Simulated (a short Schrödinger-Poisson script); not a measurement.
System: MOS inversion layer, HfO2 on p-type Si(111), at 400 K.

| layer | material | thickness (nm) | Na (cm⁻³) |
|---|---|---|---|
| 1 | HfO2 | 8.5 | - |
| 2 | Si | 540 | 6.3e17 |

The device is made up for the run: typed textbook-type constants, with dimensions and the other settings drawn at random. HfO2: permittivity 22, conduction-band edge (eV) 1.55, gap (eV) 5.7, electron mass (mₑ) 0.2. Si: permittivity 11.7, conduction-band edge (eV) 0, gap (eV) 1.124, Nv at 300 K (cm⁻³) 3.1e19.

Channel valleys (confinement mass, in-plane density-of-states mass, number): Δ6 0.258, 0.358, 6. At the gate the conduction-band edge of layer 1 lies 1.98 eV − eVg above the Fermi level of the channel; the field vanishes at the back. Gaps are held at their typed values at every temperature. Mesh 0.03 nm at interfaces.

Solved with a short Schrödinger-Poisson script written for these runs: 1D Poisson equation in equilibrium, electrons quantum, Hartree (BenDaniel-Duke, 12 states a valley, the channel's in-plane mass for all, wave functions ending at the dielectric), parabolic valleys, classical holes, full ionisation, no traps, pinning or gate leakage.

Only gate voltages with over 1e8 electrons/cm² are shown.

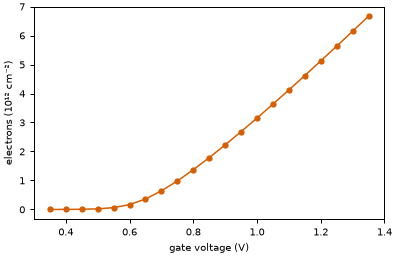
Figure: Sheet density against gate voltage

```tsv
Vg (V)	electrons (cm⁻²)	C (μF/cm²)	Δ6 E0 (meV)	Δ6 E1 (meV)
0.35	5.53e8	0.247	379.3	473.7
0.4	1.84e9	0.244	337.6	434.4
0.45	6.14e9	0.252	295.9	395.0
0.5	2.02e10	0.291	254.8	356.0
0.55	6.22e10	0.405	215.8	319.2
0.6	1.66e11	0.623	181.7	287.2
0.65	3.61e11	0.876	154.9	262.5
0.7	6.40e11	1.08	134.8	244.7
0.75	9.83e11	1.23	119.8	231.9
0.8	1.37e12	1.33	108.1	222.4
0.85	1.79e12	1.40	98.6	215.1
0.9	2.23e12	1.46	90.7	209.4
0.95	2.68e12	1.50	84.0	204.8
1	3.15e12	1.53	78.1	200.9
1.05	3.63e12	1.56	72.9	197.8
1.1	4.12e12	1.59	68.2	195.1
1.15	4.62e12	1.61	63.9	192.8
1.2	5.12e12	1.63	60.0	190.8
1.25	5.63e12	1.64	56.5	189.1
1.3	6.15e12	1.66	53.1	187.6
1.35	6.67e12	1.67	50.0	186.3
```

Subbands count from the Fermi level.
